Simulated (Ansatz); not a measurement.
# CH$_{11}$GeNSi$_{2}$ (SMILES C[SiH2][N]([SiH3])[GeH3]): what the fields show

```yaml
atoms:
  - { symbol: C, position_ang: [-1.7600, 0.7002, -1.4257] }
  - { symbol: Si, position_ang: [-0.4719, -0.6018, -1.0758] }
  - { symbol: N, position_ang: [0.4923, -0.2296, 0.3149] }
  - { symbol: Si, position_ang: [2.1692, 0.1484, 0.1509] }
  - { symbol: Ge, position_ang: [-0.2678, -0.2722, 2.0020] }
  - { symbol: H, position_ang: [-2.4577, 0.7971, -0.5897] }
  - { symbol: H, position_ang: [-2.3391, 0.4383, -2.3154] }
  - { symbol: H, position_ang: [-1.2926, 1.6732, -1.5942] }
  - { symbol: H, position_ang: [0.4714, -0.7096, -2.2258] }
  - { symbol: H, position_ang: [-1.1509, -1.9164, -0.8943] }
  - { symbol: H, position_ang: [2.9786, -1.0246, -0.2793] }
  - { symbol: H, position_ang: [2.3860, 1.2366, -0.8411] }
  - { symbol: H, position_ang: [2.6673, 0.6013, 1.4798] }
  - { symbol: H, position_ang: [0.5073, -1.2566, 2.8937] }
  - { symbol: H, position_ang: [-1.7213, -0.7400, 1.8178] }
  - { symbol: H, position_ang: [-0.2337, 1.1333, 2.6263] }
```

Geometry: PBE0-D4/def2-TZVP.

Theory: RKS PBE0-D4/def2-TZVPP in Ansatz.

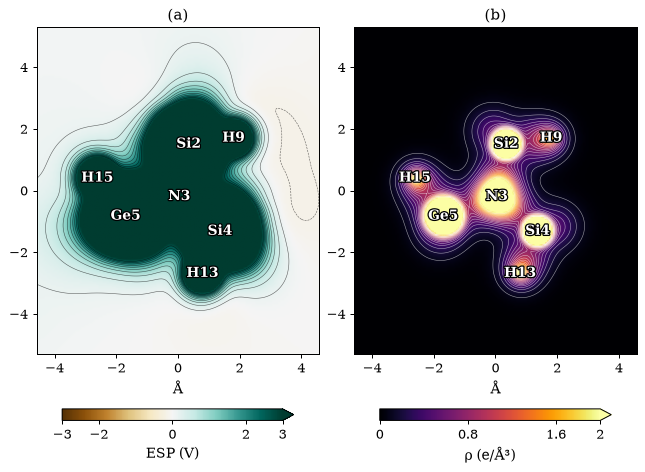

Figure 1. (a) electrostatic potential; (b) total electron density on the plane of atoms N3, Ge5 and H15.

**Read the bonding off the picture.**

The plane passes through Si, N, Ge and H nuclei. Si–N (1.73 Å): ρ is about 1.1 e/Å³ halfway. Ge–N (1.85 Å): ρ is about 0.92 e/Å³ halfway. Si–H (1.49 Å): ρ at the midpoint is about 0.81 e/Å³. Ge–H (1.54 Å): ρ at the midpoint is about 1.1 e/Å³. The potential has no marked negative region in this plane.

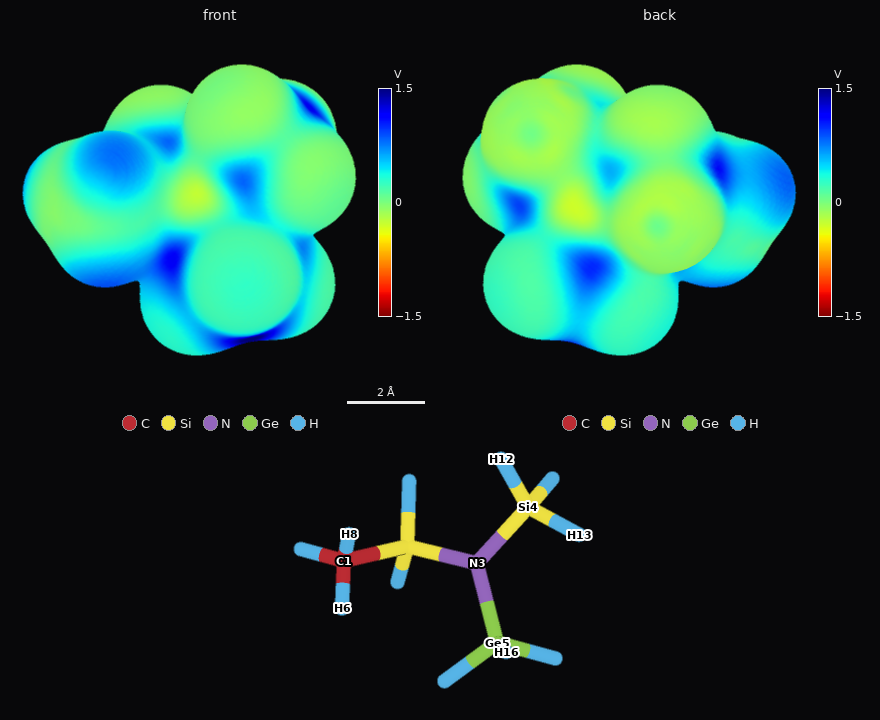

Figure 2. The molecular electrostatic potential painted on the density surface at 0.002 e/bohr³, seen from the front and from behind; the colour scale runs from red (negative) to blue (positive). The bare structure is drawn below in the same view.

**Describe the electrostatic potential map.**

The most negative region (about −0.2 V) lies over N3, the most positive (about +1.3 V) over Ge5.

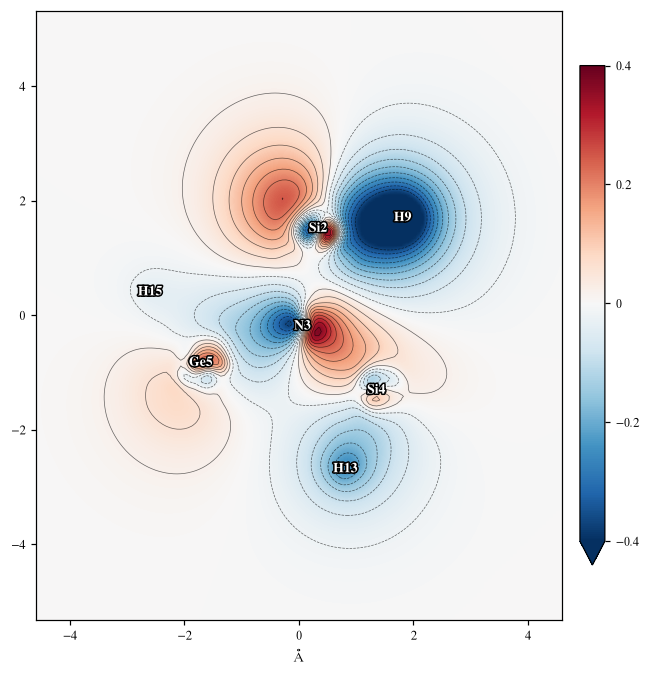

Figure 3. The HOMO−1 on the plane of atoms N3, Ge5 and H15 (values in Å⁻³ᐟ²; the overall sign is arbitrary).

**Where does this orbital lie, and at what energy?**

Its weight (Hirshfeld) is mainly on Si2 (about 30 %), H9 (about 30 %), H10 (about 10 %), C1 (about 10 %) and N3 (about 5 %). Its energy is −9.03 eV.
